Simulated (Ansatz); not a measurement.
The figure comes from a scan of BaTiO3 (tetragonal-perovskite type, space group P4mm): one O atom of a 5-atom cell moves by s towards the nearest neighbour, with its periodic images. Calculation: r2SCAN (plane waves to 500 eV, PAW, scalar-relativistic; Ansatz, an electronic-structure program). k mesh 7×7×7 (Γ-centred), Fermi-Dirac smearing 0.05 eV. Left out: 2 of 11 points, with atoms too close for the PAW data. F∥ is the force on the atom along that direction. BaTiO3 is run without spin polarisation. BaTiO3 was relaxed with its symmetry unable to fall. The PAW data are Ansatz's earlier set. 

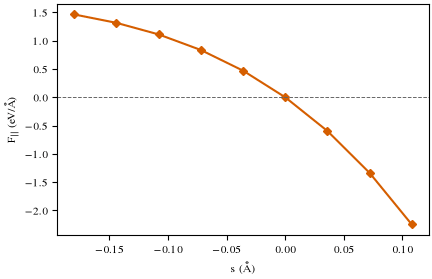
F∥ (eV/Å) against s (Å); markers are the computed points, lines only join them.

### Question
Turn the plot into a table (rounded to what can be read).

### Answer
To the nearest 0.05:

```json
[
 {"s (Å)": "-0.180", "F∥ (eV/Å)": "1.45"},
 {"s (Å)": "-0.144", "F∥ (eV/Å)": "1.30"},
 {"s (Å)": "-0.108", "F∥ (eV/Å)": "1.10"},
 {"s (Å)": "-0.072", "F∥ (eV/Å)": "0.85"},
 {"s (Å)": "-0.036", "F∥ (eV/Å)": "0.45"},
 {"s (Å)": "0.000", "F∥ (eV/Å)": "0.00"},
 {"s (Å)": "0.036", "F∥ (eV/Å)": "-0.60"},
 {"s (Å)": "0.072", "F∥ (eV/Å)": "-1.35"},
 {"s (Å)": "0.108", "F∥ (eV/Å)": "-2.25"}
]
```

(For displaced atoms, the force is minus the slope of the energy, and its curvature is a force constant, which sets phonon frequencies.)
